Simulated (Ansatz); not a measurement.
Consider Y in the hcp (Mg type) structure (space group P6_3/mmc, No. 194; a = 3.656 Å, c = 5.679 Å).

Structures relaxed with PBE (Ansatz, a first-principles code, PAW, no spin-orbit coupling), earlier PAW set.

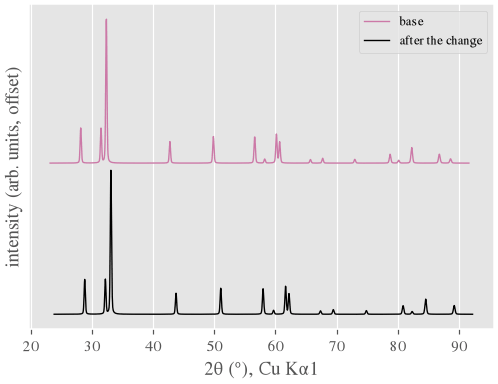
Figure. Simulated powder patterns before (top) and after one change

Question: Which change produced these results?
(A) pressure 15 GPa
(B) pressure 3 GPa
(C) pressure 100 GPa
(D) pressure −2 GPa

Answer: B, pressure 3 GPa. Its volume per atom is 30.75 Å³ against 32.86 Å³, and its space group is P6_3/mmc (No. 194).

Load acts through the strain it causes; cell and atoms are relaxed under it. Stability against distortions was not tested. No other phases were tried under pressure. The final runs are not spin-polarised.
